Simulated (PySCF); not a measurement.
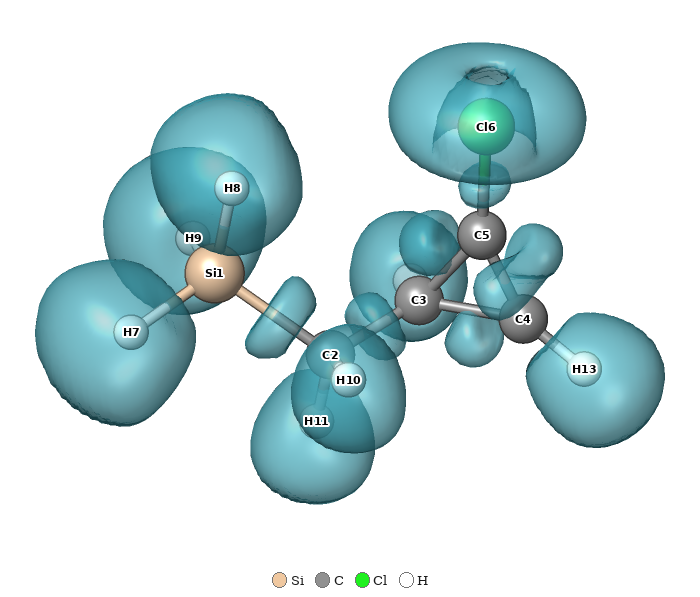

Figure. C4H7ClSi. Isosurface of the electron localisation function at 0.8 (cyan), seen at a tilt. Only the valence region is drawn (cores and ρ < 0.01 e/Å³ removed).

Geometry: GFN2-xTB.

These are results of PBE0/pcSseg-1, SCF density, gas phase, non-relativistic (PySCF), not measurements.

```yaml
atoms:
  - { symbol: Si, position_ang: [-1.8809, 0.2803, 0.5053] }
  - { symbol: C, position_ang: [-0.4936, -0.6230, -0.4385] }
  - { symbol: C, position_ang: [0.7373, 0.2390, -0.6044] }
  - { symbol: C, position_ang: [2.1311, -0.3638, -0.5619] }
  - { symbol: C, position_ang: [1.7607, 0.3253, 0.4786] }
  - { symbol: Cl, position_ang: [2.0871, 0.9269, 2.0127] }
  - { symbol: H, position_ang: [-3.0587, -0.5872, 0.5637] }
  - { symbol: H, position_ang: [-1.4249, 0.5913, 1.8594] }
  - { symbol: H, position_ang: [-2.2170, 1.5171, -0.2025] }
  - { symbol: H, position_ang: [-0.2185, -1.5366, 0.0914] }
  - { symbol: H, position_ang: [-0.8501, -0.9259, -1.4255] }
  - { symbol: H, position_ang: [0.5707, 1.1144, -1.2293] }
  - { symbol: H, position_ang: [2.8524, -0.9573, -1.0668] }
```

**Identify the bonds, lone pairs and shells in this picture.**

The surface consists of four regions between bonded C–C atoms (shared pairs), one region between bonded C–Cl atoms (shared pairs), one region between bonded C–Si atoms (shared pairs), seven regions around hydrogen nuclei and one ring or bowl of non-bonding electrons around Cl.

Values along the shortest contacts:
C–C (1.30 Å): the ELF peaks at about 0.85 between the atoms (a multiple bond). C–Cl (1.68 Å): the ELF peaks at about 0.90 between the atoms, as expected for localised, covalent bonding.
